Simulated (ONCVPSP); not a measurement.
# Run report: Sc, pseudopotential generation

Scandium (Sc, Z = 21), core [Ne], reference valence 3s2 3p6 3d1 4s2, valence charge 11. Computed at this level: ONCV potential, PBE, scalar-relativistic, made with ONCVPSP 4.0.1.

## Output (extracts)
```
ONCVPSP  (Optimized Norm-Conservinng Vanderbilt PSeudopotential)
scalar-relativistic version 4.0.1

#   n    l    f        energy (Ha)
    1    0    2.00    -1.6159673E+02
    2    0    2.00    -1.7431266E+01
    2    1    6.00    -1.4268282E+01
    3    0    2.00    -2.0226482E+00
    3    1    6.00    -1.2356802E+00
    3    2    1.00    -1.1882432E-01
    4    0    2.00    -1.5372740E-01

Reference configufation results
  iterations    25
  all-electron total energy (Ha)   -7.64056381D+02

Begin loop to  construct optimized pseudo wave functions
and semi-local pseudopoentials for all angular momenta

Calculating optimized projector #   1

 for l=   0

    Fraction of norm inside rc  0.836975
    Optimizing pswf for qcut=  10.81 a_B^-1,  ecut=  58.45 Ha
    Residual kinetic energy error=  3.94D-08 Ha

    Energy error per electron        Cutoff
         Ha          eV             Ha
         0.01000     0.27211       24.48
         0.00100     0.02721       32.89
         0.00010     0.00272       39.90
         0.00001     0.00027       45.89

Calculating optimized projector #   2

 for l=   0

    Fraction of norm inside rc  0.033326
    Optimizing pswf for qcut=  10.81 a_B^-1,  ecut=  58.45 Ha
    Residual kinetic energy error=  3.16D-09 Ha

    Energy error per electron        Cutoff
         Ha          eV             Ha
         0.01000     0.27211       15.46
         0.00100     0.02721       25.65
         0.00010     0.00272       34.10
         0.00001     0.00027       41.42

Calculating optimized projector #   1

 for l=   1

    Fraction of norm inside rc  0.872252
    Optimizing pswf for qcut=   8.10 a_B^-1,  ecut=  32.77 Ha
    Residual kinetic energy error=  1.19D-08 Ha

    Energy error per electron        Cutoff
         Ha          eV             Ha
         0.01000     0.27211       13.27
         0.00100     0.02721       17.81
         0.00010     0.00272       21.70
         0.00001     0.00027       25.27

   Wellstate for l =  2  n =  6
     eigenvalue =   3.7812
     asymptotic potential =   4.2812
     half-point radius =  3.7067

Calculating optimized projector #   1

 for l=   2

    Fraction of norm inside rc  0.723041
    Optimizing pswf for qcut=   6.50 a_B^-1,  ecut=  21.13 Ha
    Residual kinetic energy error=  4.08D-06 Ha

    Energy error per electron        Cutoff
         Ha          eV             Ha
         0.01000     0.27211       13.16
         0.00100     0.02721       16.04
         0.00010     0.00272       18.38
         0.00001     0.00027       20.34

Calculating optimized projector #   2

 for l=   2

    Fraction of norm inside rc  0.195010
    Optimizing pswf for qcut=   6.50 a_B^-1,  ecut=  21.13 Ha
    Residual kinetic energy error=  6.98D-04 Ha

    Energy error per electron        Cutoff
         Ha          eV             Ha
         0.01000     0.27211       17.95
         0.00100     0.02721       20.68
         0.00010     0.00272       49.38
         0.00001     0.00027       99.80

Construct Vanderbilt / Kleinmman-Bylander projectors

B matrix Hermiticity error, ll=   0
   1   2    1.0862E-04

  Orthonormal projector coefficients  1.2605E+01  6.5475E-01

B matrix Hermiticity error, ll=   2
   1   2    7.3756E-05

  Orthonormal projector coefficients -2.4509E+00 -1.1462E+00

Model core correction analysis
  based on d2Exc/dn_idn_j

d2excae - all-electron derivatives

   -4.135244D-02   -3.757745D-02   -2.235542D-02   -2.253572D-03
   -3.757789D-02   -3.549766D-02   -2.277396D-02   -2.811295D-03
   -2.235597D-02   -2.277433D-02   -2.146086D-02   -1.129068D-02
   -2.253129D-03   -2.810585D-03   -1.128688D-02   -2.936797D-02

d2excps - pseudofunction derivatives with no core correction

   -4.322637D-02   -3.955547D-02   -2.214988D-02   -2.446012D-03
   -3.955594D-02   -3.726647D-02   -2.310438D-02   -3.018755D-03
   -2.214999D-02   -2.310434D-02   -2.412569D-02   -1.106072D-02
   -2.445617D-03   -3.018087D-03   -1.105704D-02   -2.935060D-02

rms 2nd derivative error    1.176218E-03

rmatch, rhocmatch    0.5783   12.1710

Teter function model core charge with specified parameters

d2excps - pseudofunction derivatives with core correction

   -4.316540D-02   -3.927949D-02   -2.222878D-02   -2.431418D-03
   -3.928012D-02   -3.673538D-02   -2.316022D-02   -2.987076D-03
   -2.222899D-02   -2.316022D-02   -2.415976D-02   -1.106390D-02
   -2.431042D-03   -2.986410D-03   -1.106021D-02   -2.934893D-02

rms 2nd derivative error    1.074008E-03

Pseudoatom total energy  -46.414037

Diagnostic tests using Vanderbilt-Kleinman-Bylander pseudopotentials
  1 or more projectors used as specified by nproj input data

   l    rcore       rmatch      e in        delta e   norm test  slope test

   0   1.4528849   1.4969976  -2.0226482  -0.0000021   1.0000977   1.0001061
   0   1.4528849   1.4969976  -0.1537274   0.0000031   1.0000528   1.0000418

   1   1.7075628   1.7594081  -1.2356802  -0.0000027   0.9999959   1.0000035

   2   2.2619436   2.3306211  -0.1188243  -0.0000175   0.9999771   0.9998869
   2   2.2619436   2.3306211   3.7811757   0.0001210   0.9998632   0.9998632

 Testing for bound ghosts
   n   l    E NL Schr. Eq   E Basis Diag.   E Cutoff

   1   0       -2.022650       -2.022617     89.51
   2   0       -0.153724        0.035708     89.51

   2   1       -1.235683       -1.235653    104.08

   3   2       -0.118842       -0.116909     50.44

 Testing for highly-localized positive-energy ghosts
       l    <radius>/rc     E Basis Diag.   E Cutoff

Test configuration 0

   n   l     f        eae           eps        diff
   1   0  2.0000 -161.59672778
   2   0  2.0000  -17.43126625
   2   1  6.0000  -14.26828191
   3   0  2.0000   -2.02264824   -2.02265030   -2.06D-06
   3   1  6.0000   -1.23568018   -1.23568292   -2.74D-06
   3   2  1.0000   -0.11882432   -0.11884181   -1.75D-05
   4   0  2.0000   -0.15372740   -0.15372433    3.07D-06

    Total energies and differences
      AE_ref= -7.64056381D+02  AE_tst= -7.64056381D+02  dif=  0.00D+00
      PS_ref= -4.64140367D+01  PS_tst= -4.64140367D+01  dif= -1.85D-13
      PSP excitation error=  1.85D-13

Test configuration 1

   n   l     f        eae           eps        diff
   1   0  2.0000 -161.85843306
   2   0  2.0000  -17.68871219
   2   1  6.0000  -14.52609926
   3   0  2.0000   -2.27982166   -2.28082195   -1.00D-03
   3   1  6.0000   -1.49277546   -1.49363148   -8.56D-04
   3   2  1.0000   -0.36630113   -0.36695148   -6.50D-04
   4   0  1.0000   -0.35748841   -0.35748709    1.33D-06

    Total energies and differences
      AE_ref= -7.64056381D+02  AE_tst= -7.63802925D+02  dif=  2.53D-01
      PS_ref= -4.64140367D+01  PS_tst= -4.61605741D+01  dif=  2.53D-01
      PSP excitation error= -6.32D-06

Test configuration 2

   n   l     f        eae           eps        diff
   1   0  2.0000 -162.17493495
   2   0  2.0000  -17.99960394
   2   1  6.0000  -14.83746569
   3   0  2.0000   -2.58722222   -2.58957089   -2.35D-03
   3   1  6.0000   -1.79893168   -1.80099023   -2.06D-03
   3   2  1.0000   -0.65823575   -0.65965961   -1.42D-03

    Total energies and differences
      AE_ref= -7.64056381D+02  AE_tst= -7.63333718D+02  dif=  7.23D-01
      PS_ref= -4.64140367D+01  PS_tst= -4.56912832D+01  dif=  7.23D-01
      PSP excitation error= -9.07D-05

Test configuration 3

psatom: WARNING lschvkbb convergence error n,l,iter=   3   2   4
ea(ii),et,emin,emax -1.292665E-01 -1.421932E-01 -1.421932E-01 -1.421932E-01
run_config: WARNING for fully non-local PS atom, stg. 1
 WARNING no output for configuration 4

Test configuration 4

   n   l     f        eae           eps        diff
   1   0  2.0000 -161.71102852
   2   0  2.0000  -17.51587007
   2   1  6.0000  -14.35561069
   3   0  2.0000   -2.12696391   -2.13023437   -3.27D-03
   3   1  6.0000   -1.34738351   -1.34947933   -2.10D-03
   3   2  2.0000   -0.25541683   -0.25774183   -2.32D-03

    Total energies and differences
      AE_ref= -7.64056381D+02  AE_tst= -7.63777896D+02  dif=  2.78D-01
      PS_ref= -4.64140367D+01  PS_tst= -4.61385607D+01  dif=  2.75D-01
      PSP excitation error=  3.01D-03
```

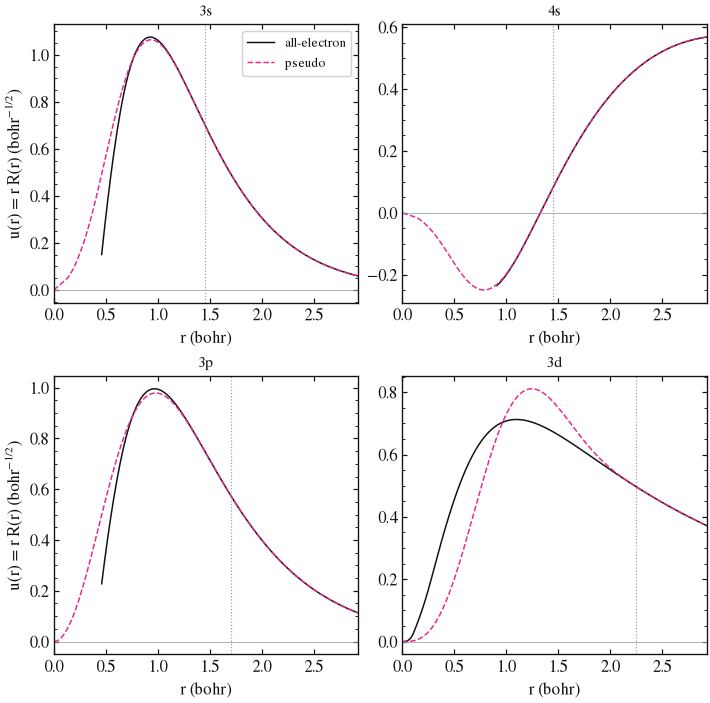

Figure 1. Pseudo-waves (dashed) against the all-electron radial functions (solid). Dotted lines mark the matching radii. The innermost oscillations of some all-electron curves aren't drawn. Pseudo-waves: 3s has no node; 4s has a node at about 1.3 bohr; 3p has no node; 3d has no node. A node in 4s is expected, since a lower shell of the same l is also in the valence and the two must stay orthogonal.

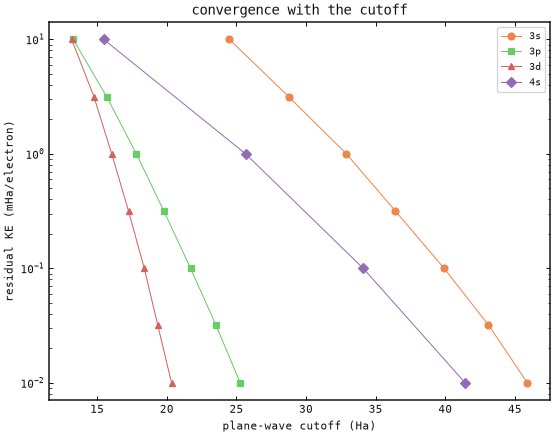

Figure 2. Residual kinetic energy of the pseudo-waves (the first of each channel, and further valence shells) beyond the plane-wave cutoff, as the generator prints it.

- Hardest wave at 1 mHa per electron: 3s, with rc = 1.45 bohr and qcut = 10.8 1/bohr. The optimisation minimises, but can't always remove, the kinetic energy above qcut²/2 = 58.3 Ha, and a larger rc would as a rule soften the wave at some cost in transferability.
- Cutoffs for the occupied states: 33 Ha for 1 mHa and 40 Ha for 0.1 mHa per electron. The first is set by 3s.
- Cutoffs for 1 mHa per electron: 3s: 33 Ha; 4s: 26 Ha; 3p: 18 Ha; 3d: 16 Ha.

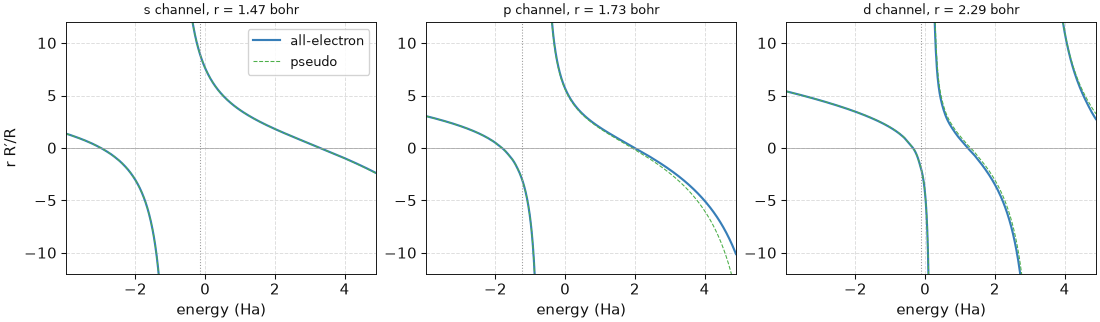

Figure 3. Logarithmic derivatives r R′/R at the test radius against energy, all-electron atom (solid) and pseudo-atom (dashed). Here R(r) is the radial function. The dotted line marks the reference energy of the channel. Not drawn: f: not judged.

- Ghost states: the plot shows none: pseudo and all-electron curves have the same branches in all channels drawn. The separate test gives: no bound ghost flagged; no localised positive-energy state flagged.
- Zeros of the logarithmic derivative: s: all-electron -3.0 and 3.3 Ha, pseudo -3.0 and 3.3 Ha; p: all-electron -1.8 and 2.0 Ha, pseudo -1.8 and 1.9 Ha; d: all-electron -0.3 and 1.2 Ha, pseudo -0.3 and 1.3 Ha.

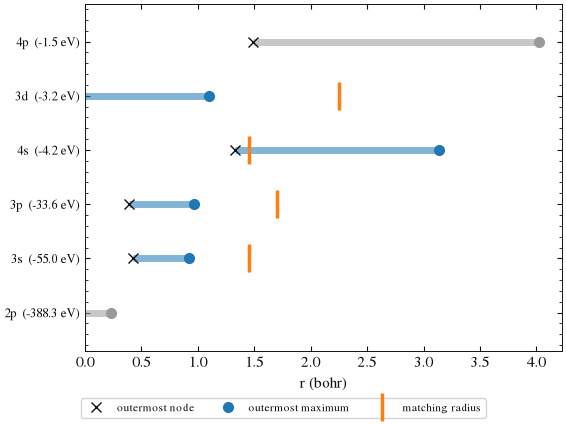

Figure 4. Outer shells of the all-electron reference atom: each bar runs from the outermost node (or the nucleus) to the outermost maximum of u(r); the tick is the radius chosen for the pseudo-wave. Shells without a tick have no pseudo-wave of their own. Levels, nodes and maxima are from ld1.x, scalar-relativistic.

- Radii against the shells: 3s: 1.45 bohr, outside the maximum; 3p: 1.70 bohr, outside the maximum; 4s: 1.45 bohr, between node and maximum; 3d: 2.25 bohr, outside the maximum.

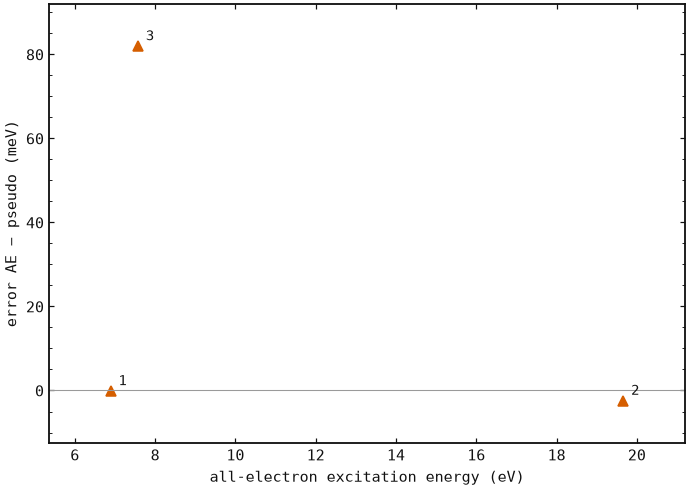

Figure 5. Errors, all-electron minus pseudo, of the energies of valence configurations relative to the unpolarised reference 3s2 3p6 3d1 4s2. Points: 1 = 3s2 3p6 3d1 4s1; 2 = 3s2 3p6 3d1 4s0; 3 = 3s2 3p6 3d2 4s0. Not all tests gave a result: 1 of 4 tests not solved.

- Worst configuration: 3s2 3p6 3d2 4s0 (charge +1): the error is +82 meV on an all-electron energy of +7.58 eV relative to the reference, or 1.1 %.
- Configurations within 10 meV and within 50 meV: 2 and 2 of 3.
- Errors in meV: 3s2 3p6 3d1 4s1: -0.2; 3s2 3p6 3d1 4s0: -2.5; 3s2 3p6 3d2 4s0: +82.

## The input
```
# ATOM AND REFERENCE CONFIGURATION
# atsym  z   nc   nv     iexc    psfile
  Sc 21.00    3    4        4      upf
#
#   n    l    f
    1    0    2.00
    2    0    2.00
    2    1    6.00
    3    0    2.00
    3    1    6.00
    3    2    1.00
    4    0    2.00
#
# PSEUDOPOTENTIAL AND OPTIMIZATION
# lmax
    2
#
#   l,   rc,      ep,       ncon, nbas, qcut
    0    1.45    0.00    4    7   10.80
    1    1.70    0.00    4    9    8.10
    2    2.25    0.00    3    7    6.50
#
# LOCAL POTENTIAL
# lloc, lpopt,  rc(5),   dvloc0
    4    5    1.30    0.00
#
# VANDERBILT-KLEINMAN-BYLANDER PROJECTORs
# l, nproj, debl
    0    2    3.20
    1    1    1.00
    2    2    3.90
#
# MODEL CORE CHARGE
# icmod, fcfact, rcfact
    3    5.25    1.05
#
# LOG DERIVATIVE ANALYSIS
# epsh1, epsh2, depsh
   -4.00    5.00    0.02
#
# OUTPUT GRID
# rlmax, drl
    6.00    0.01
#
# TEST CONFIGURATIONS
# ncnf
    4
# nvcnf
#   n    l    f
    4
    3    0    2.00
    3    1    6.00
    3    2    1.00
    4    0    1.00
#
    4
    3    0    2.00
    3    1    6.00
    3    2    1.00
    4    0    0.00
#
    4
    3    0    2.00
    3    1    6.00
    3    2    0.00
    4    0    0.00
#
    4
    3    0    2.00
    3    1    6.00
    3    2    2.00
    4    0    0.00
#
```

Command:
```bash
oncvpsp.x < Sc.dat > Sc.out
```

## Summary

- outcome: generated
- cutoffs needed: 33 Ha and 40 Ha (the cutoffs at which the residual kinetic energy of the hardest occupied pseudo-wave falls to 1 and 0.1 mHa per electron)
- ghost test: no bound ghost flagged; no localised positive-energy state flagged
- configuration tests: 1 of 4 tests not solved
- rms error of d²Exc/dni dnj: 1.18 mHa without and 1.07 mHa with the model core
- largest excitation error among the tests solved: +82 meV (all-electron minus pseudo) for 3s2 3p6 3d2 4s0
- range over which the phases arctan(r R′/R) at the test radius agree within 0.05 rad (a looser test near the poles than one of phase shifts): s: over the whole range computed; p: up to about 1.4 Ha; d: up to about 0.7 Ha; f: not judged, local potential alone
- hardware: 1 CPU thread, shared host
- wall time: 6.7 s (CPU time 3.8 s; the host was busy)

## Notes

Warnings of the program, in the generation or the tests: psatom: WARNING lschvkbb convergence error n,l,iter= 3 2 4.
